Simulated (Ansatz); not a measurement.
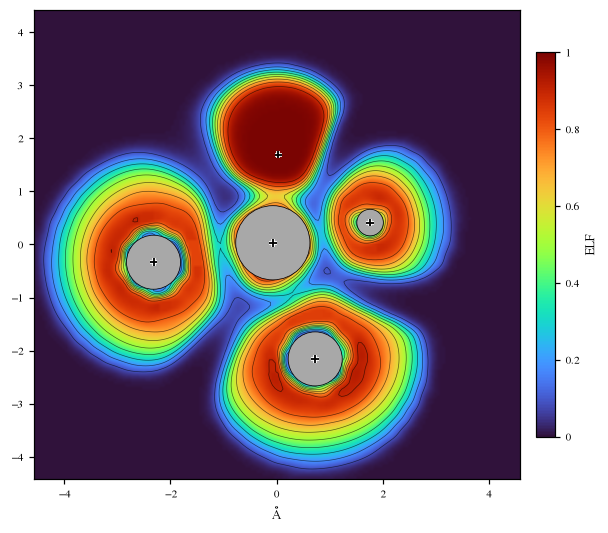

The ELF on a plane through atoms (crosses mark nuclei in the plane; grey discs cover the cores).

These are results of RHF/def2-SVP in Ansatz 0.2.0, not measurements.

Candidates:
A. Cl4FHW
B. ClFH2Sn···HCl

Which system is this?

Answer. Candidate A: Cl4FHW on the plane of atoms F2, W1 and H3, which holds W, F, H and Cl. W–F (1.87 Å): the ELF peaks at about 0.85 in the valence shell of F, 0.5 Å from its nucleus, and drops to about 0.25 between the two atoms. W–Cl (2.28 Å): the ELF peaks at about 0.85 in the valence shell of Cl, 0.9 Å from its nucleus, and is about 0.40 at the midpoint.
